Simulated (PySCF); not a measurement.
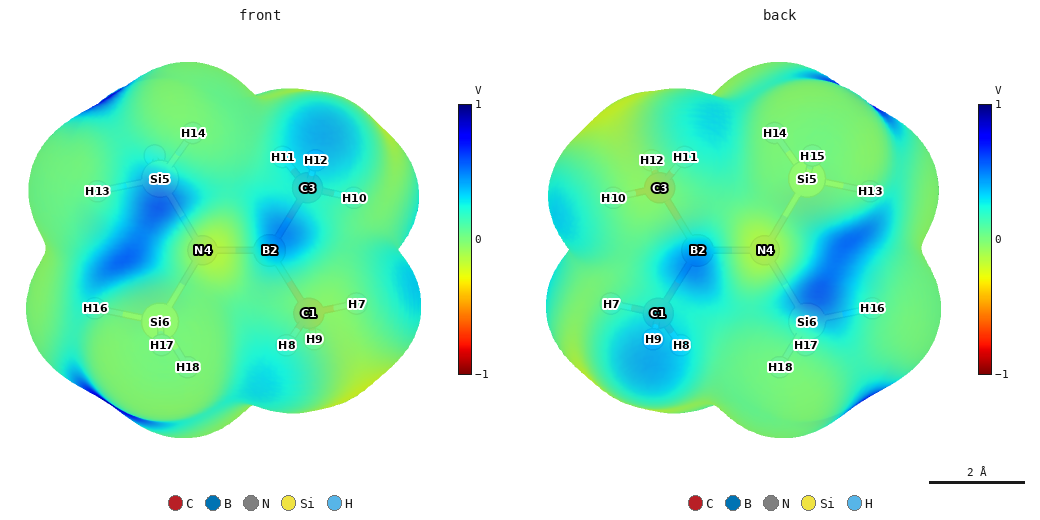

Figure 1: C$_{2}$H$_{12}$BNSi$_{2}$. The molecular electrostatic potential painted on the density surface at 0.001 e/bohr³, seen from the front and from behind; the colour scale runs from red (negative) to blue (positive).

Geometry: GFN2-xTB.

These are results of wB97X-D/def2-SVPD, SCF density, gas phase (PySCF 2.14.0), not measurements.

The calculation's input:

```
{"job": {"kind": "uv", "xc": "wB97X-D", "basis": "def2-SVPD", "nstates": 8, "ntriplets": 3}, "charge": 0, "multiplicity": 1}
C     -1.503095    -1.382730    -0.421017
B     -0.756969    -0.025521    -0.070960
C     -1.639825     1.276931     0.141382
N      0.658461     0.021945     0.053467
Si     1.498319     1.561429     0.165217
Si     1.604755    -1.457790     0.106644
H     -2.453432    -1.211588    -0.923769
H     -0.912736    -2.051118    -1.044106
H     -1.730491    -1.926341     0.496232
H     -2.663722     1.038237     0.423436
H     -1.235825     1.951451     0.893441
H     -1.696179     1.842638    -0.788429
H      2.899210     1.332336    -0.190715
H      0.911608     2.498958    -0.793029
H      1.400451     2.068881     1.538033
H      2.902265    -1.131562     0.697734
H      1.784605    -1.968470    -1.256650
H      0.923841    -2.431366     0.961430
```

Launched as:

```sh
OMP_NUM_THREADS=1 python probes_run.py task.json out
```

Describe the electrostatic potential map.

Answer. The most negative region (about −0.2 V) lies over C1 and C3, the most positive (about +0.8 V, or +18 kcal/mol for a unit charge) over Si5 and Si6.

How polar is the molecule by this calculation?

Answer. Its dipole moment is 0.07 D.
